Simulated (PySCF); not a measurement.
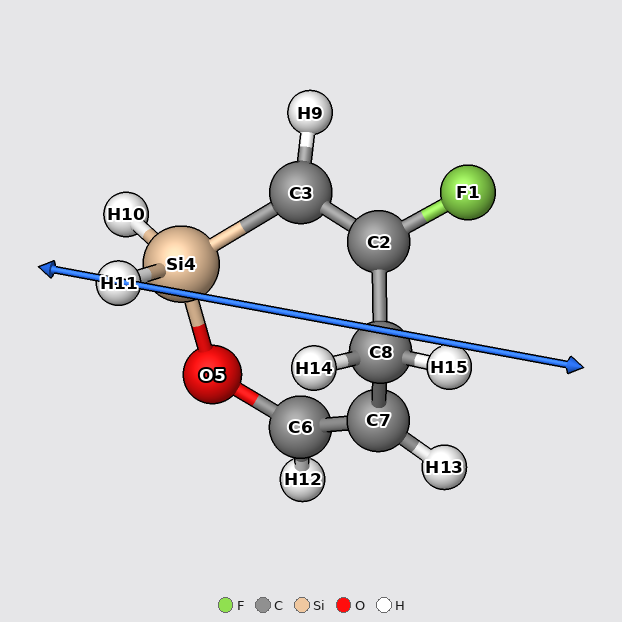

The double arrow shows the direction of the transition dipole to excited singlet state 7 (its length means nothing). Computed geometry: GFN2-xTB optimisation. No frequency run is at hand to confirm it as a minimum. Level of theory: TDDFT PBE0/def2-SVPD, vertical, gas phase, core orbitals frozen in the response (PySCF 2.14.0).

**Give its energy, strength and character.**

7.02 eV (177 nm), oscillator strength 0.077, mainly HOMO → LUMO+4 (weight 0.55); transition dipole 1.70 D.

The geometry is semi-empirical. Around Si such bond lengths and angles can be off by a tenth of an ångström or more and by several degrees, and values that hang on the shape move with them.
